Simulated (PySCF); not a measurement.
C6H11ClOSi

```xyz
20

C     3.3396   -0.0609   -0.4470
C     2.1565    0.5512   -0.3925
C     1.0735    0.2638    0.5983
C    -0.2002   -0.2500   -0.0650
Si   -1.0731    0.7621   -1.4211
O    -2.6029    0.1292   -1.1051
C    -2.6000   -0.7855   -0.0371
C    -1.3917   -0.5183    0.8572
Cl   -1.7260    0.9405    1.8732
H     3.6050   -0.8466    0.2683
H     4.0879    0.2023   -1.1989
H     1.9363    1.3363   -1.1303
H     0.8266    1.1872    1.1499
H     1.4325   -0.4633    1.3468
H     0.0237   -1.2180   -0.5556
H    -1.0364    2.2432   -1.2594
H    -0.6255    0.4126   -2.8004
H    -2.5246   -1.8246   -0.4159
H    -3.5389   -0.6996    0.5306
H    -1.2171   -1.3411    1.5669
```

Geometry: PBE0-D3(BJ)/def2-SVP.

Computed with PBE0/pcSseg-1, SCF density, gas phase, non-relativistic (PySCF 2.14.0).

Q: What can the converged electron density and electron localisation function tell about the bonding?

A: C–C (1.33 Å): ρ is about 2.3 e/Å³ halfway; the ELF peaks at about 0.95 between the atoms; a multiple bond.
C–H (1.09 Å): the density is about 2 e/Å³ at the midpoint; the ELF climbs to about 1 towards the hydrogen, as it does in any bond to H; an ordinary covalent bond to hydrogen.

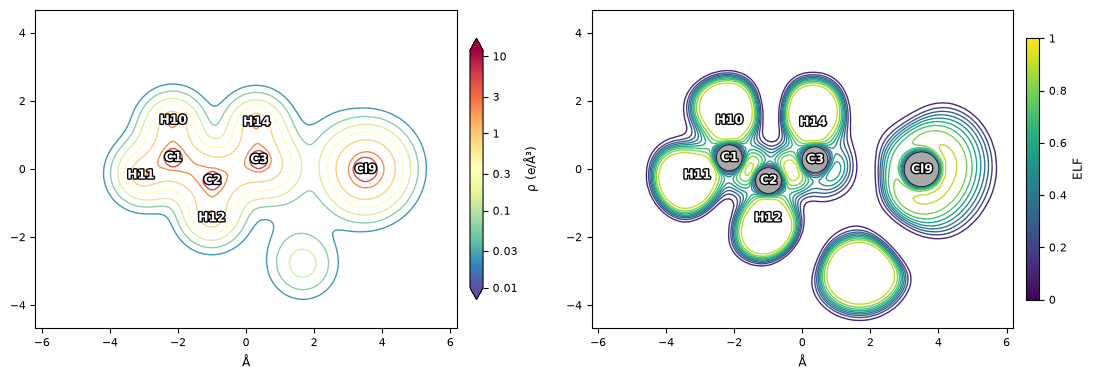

Computed electron density and electron localisation function on the plane of atoms C1, C2 and H12, in this order. Grey discs cover the atomic cores in the ELF map. 
